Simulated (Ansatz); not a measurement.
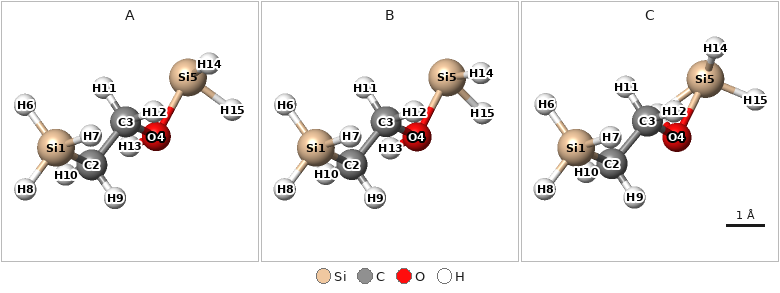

3 geometries from a converged minimum-energy path of C2H10OSi2, shuffled. Style: ball-and-stick. Shown from a free direction.

The calculation used RKS PBE-D4/STO-3G (Ansatz). Settings: 7 movable images; climbing image; force threshold 0.05 eV/Å; iteration limit 60; starting path through a guess of the saddle point.

Q: Which frame is the top of the path?

A: C. In order along the path, whose images run from 0 to 8: C (image 5, +68.9 kcal/mol), A (image 7, +60.1 kcal/mol), B (image 8, +60.0 kcal/mol). A hydrogen atom shifts from one atom to another. Breaking: Si5–H13 (1.46 → 1.62 at the top → 2.46 Å). Forming: O4–H13 (2.66 → 1.31 at the top → 1.03 Å).

Limits of the set-up: STO-3G is a minimal basis, so the numbers are rough.

Cost: 7.1 min on 1 thread of Arm Neoverse V1, with other jobs on the host, peak memory 0.11 GiB.
